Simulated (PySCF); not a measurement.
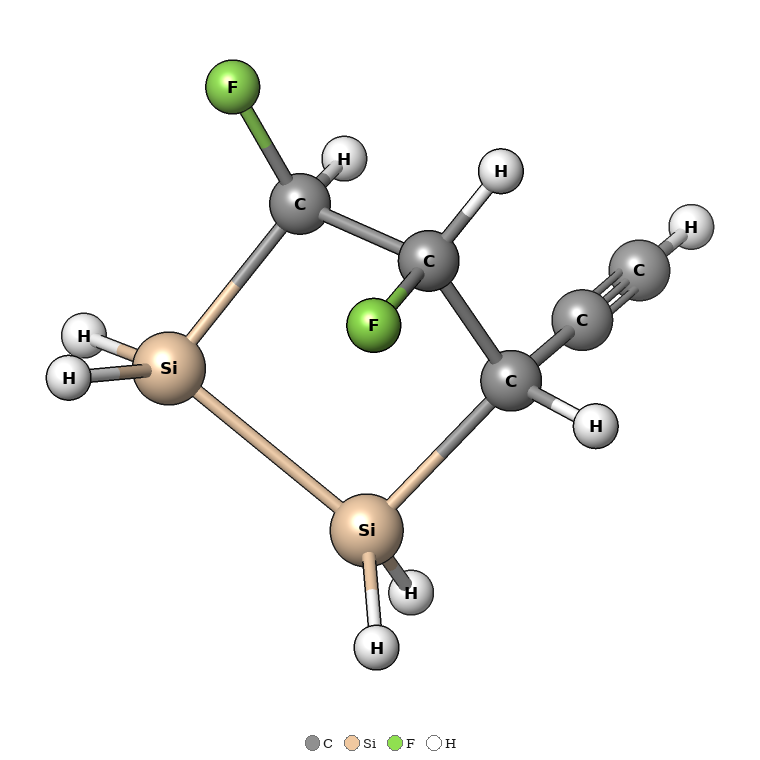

The computed structure is the end point of a GFN2-xTB optimisation. No frequency run is at hand to confirm it as a minimum. Method: PBE0/pcSseg-1, gas phase (PySCF 2.14.0).

Q: What is the HOMO energy (Kohn–Sham orbital)?

A: −7.72 eV.

Q: Give the dipole moment at this level.

A: 2.31 D.

Q: What is the LUMO energy (Kohn–Sham orbital)?

A: −0.44 eV.

The geometry is semi-empirical. Around Si such bond lengths and angles can be off by a tenth of an ångström or more and by several degrees, and values that hang on the shape move with them.
